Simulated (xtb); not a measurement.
# CH3NO: geometry relaxation (part 1 of 3)

- system: CH3NO (Nitrosomethane)
- method: GFN1-xTB (xtb 6.7.1 later snapshot)

The atoms were displaced at random from an optimised geometry.

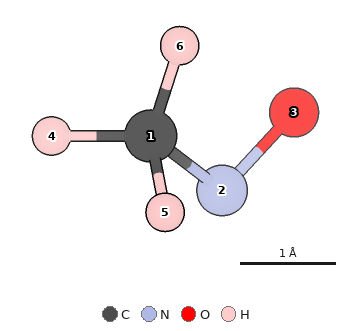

*The starting structure (ball-and-stick view, seen at a tilt; atoms are numbered from 1 in the order of the input).*

Bond lengths as drawn: C–H 1.04 to 1.08 Å, C–N 1.44 Å and N–O 1.24 Å.

Input (struc.tmol):
```
$coord
     -0.292397323263      0.600951804892     -0.509640238550  c
     -0.230452100898     -1.574009580985      1.117886386284  n
      1.920339687845     -2.024028960303      1.956112203384  o
     -0.757553408840     -0.007728979850     -2.395190068441  h
     -1.956698018483      1.419108730549      0.279906233580  h
      1.343897630789      1.699638573750     -0.514270067556  h
$end
```

Run on 1 thread of Arm Neoverse V1, 24 GiB of memory available, shared host.

Launched with:
```bash
xtb struc.tmol --gfn 1 -o vtight | tee xtb.out
```

The program's output:
```
* xtb version 6.7.1
   ID    Z sym.   atoms
    1    6 c      1
    2    7 n      2
    3    8 o      3
    4    1 h      4-6

           -------------------------------------------------
          |                Calculation Setup                |
           -------------------------------------------------

          program call               : xtb struc.tmol --gfn 1 -o vtight
          coordinate file            : struc.tmol
          omp threads                :                     1

           -------------------------------------------------
          |                 G F N 1 - x T B                 |
           -------------------------------------------------

      * Hamiltonian:
        H0-scaling (s, p, d)           1.850000    2.250000    2.000000
        zeta-weighting                 0.000000
      * Dispersion:
        s8                             2.400000
        a1                             0.630000
        a2                             5.000000
        s9                             0.000000
      * Repulsion:
        kExp                           1.500000
        rExp                           1.000000
      * Coulomb:
        alpha                          2.000000
        third order                    atomic
        anisotropic                    false
      * Halogen bond correction:
        rad-scale                      1.300000
        damping                        0.440000

          ...................................................
          :                      SETUP                      :
          :.................................................:
          :  # basis functions                  18          :
          :  # atomic orbitals                  18          :
          :  # shells                           12          :
          :  # electrons                        18          :
          :  # halogen bonds                     0          :
          :  max. iterations                   250          :
          :  Hamiltonian                  GFN1-xTB          :
          :  restarted?                      false          :
          :  GBSA solvation                  false          :
          :  PC potential                    false          :
          :  electronic temp.          300.0000000     K    :
          :  accuracy                    1.0000000          :
          :  -> integral cutoff          0.2500000E+02      :
          :  -> integral neglect         0.1000000E-07      :
          :  -> SCF convergence          0.1000000E-05 Eh   :
          :  -> wf. convergence          0.2000000E-04 e    :
          :  Broyden damping             0.4000000          :
          :  net charge                          0          :
          :  unpaired electrons                  0          :
          ...................................................

 iter      E             dE          RMSdq      gap      omega  full diag
   1    -11.5082017 -0.115082E+02  0.746E+00    2.35       0.0  T
   2    -11.5820486 -0.738468E-01  0.402E+00    1.80       1.0  T
   3    -11.5863152 -0.426666E-02  0.218E+00    1.97       1.0  T
   4    -11.5881755 -0.186024E-02  0.264E-01    1.88       1.0  T
   5    -11.5884304 -0.254869E-03  0.677E-02    1.91       1.0  T
   6    -11.5884520 -0.216896E-04  0.485E-03    1.90       8.4  T
   7    -11.5884522 -0.143918E-06  0.180E-03    1.90      22.7  T
   8    -11.5884522 -0.167966E-07  0.493E-04    1.90      82.8  T
   9    -11.5884522 -0.110938E-08  0.527E-05    1.90     775.1  T
  10    -11.5884522 -0.801137E-12  0.173E-06    1.90   23570.3  T

   *** convergence criteria satisfied after 10 iterations ***

         #    Occupation            Energy/Eh            Energy/eV
      -------------------------------------------------------------
         1        2.0000           -0.8511879             -23.1620
       ...           ...                  ...                  ...
         3        2.0000           -0.6618461             -18.0097
         4        2.0000           -0.6078888             -16.5415
         5        2.0000           -0.6043781             -16.4460
         6        2.0000           -0.5966014             -16.2343
         7        2.0000           -0.5435729             -14.7914
         8        2.0000           -0.5299180             -14.4198
         9        2.0000           -0.4317840             -11.7494 (HOMO)
        10                         -0.3618508              -9.8465 (LUMO)
        11                         -0.1560770              -4.2471
        12                         -0.1002522              -2.7280
        13                         -0.0906088              -2.4656
        14                          0.0649646               1.7678
       ...                                ...                  ...
        18                          0.4583673              12.4728
      -------------------------------------------------------------
                  HL-Gap            0.0699332 Eh            1.9030 eV
             Fermi-level           -0.3968174 Eh          -10.7980 eV

 SCC (total)                   0 d,  0 h,  0 min,  0.003 sec
 SCC setup                      ...        0 min,  0.000 sec (  2.195%)
 Dispersion                     ...        0 min,  0.000 sec (  1.093%)
 classical contributions        ...        0 min,  0.000 sec (  0.225%)
 integral evaluation            ...        0 min,  0.001 sec ( 19.908%)
 iterations                     ...        0 min,  0.001 sec ( 39.222%)
 molecular gradient             ...        0 min,  0.001 sec ( 32.989%)
 printout                       ...        0 min,  0.000 sec (  3.899%)

         :::::::::::::::::::::::::::::::::::::::::::::::::::::
         ::                     SUMMARY                     ::
         :::::::::::::::::::::::::::::::::::::::::::::::::::::
         :: total energy             -11.501308235544 Eh    ::
         :: gradient norm              0.098379858098 Eh/a0 ::
         :: HOMO-LUMO gap              1.902979503870 eV    ::
         ::.................................................::
         :: SCC energy               -11.588452203517 Eh    ::
         :: -> electrostatic           0.029132295038 Eh    ::
         :: repulsion energy           0.088139900251 Eh    ::
         :: dispersion energy         -0.000995932278 Eh    ::
         :: halogen bond corr.         0.000000000000 Eh    ::
         :: add. restraining           0.000000000000 Eh    ::
         :: total charge              -0.000000000000 e     ::
         :::::::::::::::::::::::::::::::::::::::::::::::::::::

      -----------------------------------------------------------
     |                   =====================                   |
     |                        A N C O P T                        |
     |                   =====================                   |
     |               Approximate Normal Coordinate               |
     |                Rational Function Optimizer                |
      -----------------------------------------------------------

          ...................................................
          :                      SETUP                      :
          :.................................................:
          :   optimization level         verytight          :
          :   max. optcycles                   200          :
          :   ANC micro-cycles                  20          :
          :   degrees of freedom                12          :
          :.................................................:
          :   RF solver                   davidson          :
          :   write xtbopt.log                true          :
          :   linear?                        false          :
          :   energy convergence         0.1000000E-06 Eh   :
          :   grad. convergence          0.2000000E-03 Eh/α :
          :   maximum RF displ.          1.0000000          :
          :   Hlow (freq-cutoff)         0.1000000E-01      :
          :   Hmax (freq-cutoff)         5.0000000          :
          :   S6 in model hess.         20.0000000          :
          ...................................................

generating ANC from exact Hessian ...
Using Lindh-Hessian (1995)
 Shifting diagonal of input Hessian by    0.0000000000000000
 Lowest  eigenvalues of input Hessian
    0.000000    0.000000    0.000000    0.000000    0.000000    0.000000
    0.041440    0.074183    0.116121    0.137551    0.170358    0.180463
    0.271100    0.508819    1.134608    1.211459    1.473619    1.847942
 Highest eigenvalues
    0.271100    0.508819    1.134608    1.211459    1.473619    1.847942

........................................................................
.............................. CYCLE    1 ..............................
........................................................................

 iter      E             dE          RMSdq      gap      omega  full diag
   1    -11.5884522 -0.115885E+02  0.134E-06    1.90       0.0  T
   2    -11.5884522 -0.532907E-14  0.475E-07    1.90   85936.5  T
   3    -11.5884522  0.000000E+00  0.700E-08    1.90  100000.0  T
     SCC iter.                  ...        0 min,  0.000 sec
     gradient                   ...        0 min,  0.001 sec
 * total energy  :   -11.5013082 Eh     change        0.1776357E-14 Eh
   gradient norm :     0.0983799 Eh/α   predicted     0.0000000E+00 (-100.00%)
   displ. norm   :     0.1893196 α      lambda       -0.1094695E-01
   maximum displ.:     0.1501592 α      in ANC's #4, #2, #8, ...

........................................................................
.............................. CYCLE    2 ..............................
........................................................................

 iter      E             dE          RMSdq      gap      omega  full diag
   1    -11.5888076 -0.115888E+02  0.150E-01    1.91       0.0  T
   2    -11.5889668 -0.159267E-03  0.933E-02    1.91       1.0  T
   3    -11.5889803 -0.134640E-04  0.539E-02    1.91       1.0  T
   4    -11.5889808 -0.482443E-06  0.117E-02    1.91       3.5  T
   5    -11.5889809 -0.143093E-06  0.255E-03    1.91      16.0  T
   6    -11.5889809 -0.761811E-08  0.844E-05    1.91     483.5  T
   7    -11.5889809 -0.179252E-10  0.178E-05    1.91    2291.3  T
     SCC iter.                  ...        0 min,  0.000 sec
     gradient                   ...        0 min,  0.001 sec
 * total energy  :   -11.5083107 Eh     change       -0.7002490E-02 Eh
   gradient norm :     0.0311917 Eh/α   predicted    -0.5669652E-02 ( -19.03%)
   displ. norm   :     0.0992767 α      lambda       -0.1621727E-02
   maximum displ.:     0.0757531 α      in ANC's #4, #2, #1, ...

........................................................................
.............................. CYCLE    3 ..............................
........................................................................

 iter      E             dE          RMSdq      gap      omega  full diag
   1    -11.5891403 -0.115891E+02  0.623E-02    1.93       0.0  T
   2    -11.5891859 -0.455485E-04  0.398E-02    1.93       1.0  T
   3    -11.5891885 -0.261509E-05  0.215E-02    1.92       1.9  T
   4    -11.5891887 -0.198957E-06  0.927E-03    1.92       4.4  T
   5    -11.5891887 -0.183619E-07  0.125E-03    1.92      32.8  T
   6    -11.5891887 -0.192911E-08  0.396E-05    1.92    1031.5  T
   7    -11.5891887 -0.396305E-11  0.417E-06    1.92    9792.3  T
     SCC iter.                  ...        0 min,  0.000 sec
     gradient                   ...        0 min,  0.001 sec
 * total energy  :   -11.5092123 Eh     change       -0.9015848E-03 Eh
   gradient norm :     0.0064946 Eh/α   predicted    -0.8188558E-03 (  -9.18%)
   displ. norm   :     0.0288998 α      lambda       -0.1037485E-03
   maximum displ.:     0.0228393 α      in ANC's #4, #2, #6, ...

........................................................................
.............................. CYCLE    4 ..............................
........................................................................

 iter      E             dE          RMSdq      gap      omega  full diag
   1    -11.5890074 -0.115890E+02  0.173E-02    1.92       0.0  T
   2    -11.5890080 -0.596480E-06  0.970E-03    1.92       4.2  T
   3    -11.5890080 -0.223153E-07  0.383E-03    1.92      10.7  T
   4    -11.5890080 -0.115767E-07  0.108E-03    1.92      37.9  T
   5    -11.5890080 -0.514660E-09  0.123E-04    1.92     333.1  T
   6    -11.5890080 -0.335074E-10  0.423E-06    1.92    9648.4  T
     SCC iter.                  ...        0 min,  0.000 sec
     gradient                   ...        0 min,  0.001 sec
 * total energy  :   -11.5092764 Eh     change       -0.6406999E-04 Eh
   gradient norm :     0.0023732 Eh/α   predicted    -0.5191697E-04 ( -18.97%)
   displ. norm   :     0.0113164 α      lambda       -0.1313999E-04
   maximum displ.:     0.0070835 α      in ANC's #1, #4, #6, ...

........................................................................
.............................. CYCLE    5 ..............................
........................................................................

 iter      E             dE          RMSdq      gap      omega  full diag
   1    -11.5892308 -0.115892E+02  0.747E-03    1.92       0.0  T
   2    -11.5892310 -0.148514E-06  0.375E-03    1.92      10.9  T
   3    -11.5892310 -0.659840E-08  0.147E-03    1.92      27.7  T
   4    -11.5892310 -0.165544E-08  0.534E-04    1.92      76.5  T
   5    -11.5892310 -0.799627E-10  0.566E-05    1.92     721.1  T
   6    -11.5892310 -0.675193E-11  0.123E-06    1.92   33294.7  T
     SCC iter.                  ...        0 min,  0.000 sec
     gradient                   ...        0 min,  0.001 sec
 * total energy  :   -11.5092842 Eh     change       -0.7775059E-05 Eh
   gradient norm :     0.0009107 Eh/α   predicted    -0.6572227E-05 ( -15.47%)
   displ. norm   :     0.0088625 α      lambda       -0.1929930E-05
   maximum displ.:     0.0082700 α      in ANC's #1, #6, #3, ...

........................................................................
.............................. CYCLE    6 ..............................
........................................................................

 iter      E             dE          RMSdq      gap      omega  full diag
   1    -11.5894096 -0.115894E+02  0.372E-03    1.92       0.0  T
   2    -11.5894097 -0.591022E-07  0.173E-03    1.92      23.6  T
   3    -11.5894097 -0.343966E-08  0.627E-04    1.92      65.1  T
   4    -11.5894097 -0.312097E-09  0.251E-04    1.92     162.5  T
   5    -11.5894097 -0.154881E-10  0.470E-05    1.92     868.8  T
   6    -11.5894097 -0.267875E-11  0.881E-07    1.92   46355.0  T
     SCC iter.                  ...        0 min,  0.000 sec
     gradient                   ...        0 min,  0.001 sec
 * total energy  :   -11.5092859 Eh     change       -0.1780854E-05 Eh
   gradient norm :     0.0006053 Eh/α   predicted    -0.9667502E-06 ( -45.71%)
   displ. norm   :     0.0105096 α      lambda       -0.1268510E-05
   maximum displ.:     0.0103052 α      in ANC's #1, #3, #4, ...

........................................................................
.............................. CYCLE    7 ..............................
........................................................................

 iter      E             dE          RMSdq      gap      omega  full diag
   1    -11.5894154 -0.115894E+02  0.218E-03    1.92       0.0  T
   2    -11.5894154 -0.150235E-07  0.106E-03    1.92      38.7  T
   3    -11.5894154 -0.138614E-08  0.364E-04    1.92     112.3  T
   4    -11.5894154 -0.221545E-09  0.112E-04    1.92     364.0  T
   5    -11.5894154 -0.350475E-11  0.377E-05    1.92    1083.7  T
     SCC iter.                  ...        0 min,  0.000 sec
     gradient                   ...        0 min,  0.001 sec
 * total energy  :   -11.5092875 Eh     change       -0.1545450E-05 Eh
   gradient norm :     0.0005520 Eh/α   predicted    -0.6337696E-06 ( -58.99%)
   displ. norm   :     0.0317648 α      lambda       -0.2909108E-05
   maximum displ.:     0.0313173 α      in ANC's #1, #3, #2, ...

........................................................................
.............................. CYCLE    8 ..............................
........................................................................

 iter      E             dE          RMSdq      gap      omega  full diag
   1    -11.5893264 -0.115893E+02  0.613E-03    1.92       0.0  T
   2    -11.5893265 -0.789614E-07  0.277E-03    1.92      14.7  T
   3    -11.5893265 -0.109366E-07  0.663E-04    1.92      61.6  T
   4    -11.5893265 -0.123270E-08  0.257E-04    1.92     158.7  T
   5    -11.5893265 -0.189591E-10  0.756E-05    1.92     539.7  T
   6    -11.5893265 -0.397371E-11  0.989E-07    1.92   41277.6  T
     SCC iter.                  ...        0 min,  0.000 sec
     gradient                   ...        0 min,  0.001 sec
 * total energy  :   -11.5092906 Eh     change       -0.3087962E-05 Eh
   gradient norm :     0.0009863 Eh/α   predicted    -0.1454282E-05 ( -52.90%)
   displ. norm   :     0.0354018 α      lambda       -0.2462434E-05
   maximum displ.:     0.0346917 α      in ANC's #1, #2, #3, ...
```
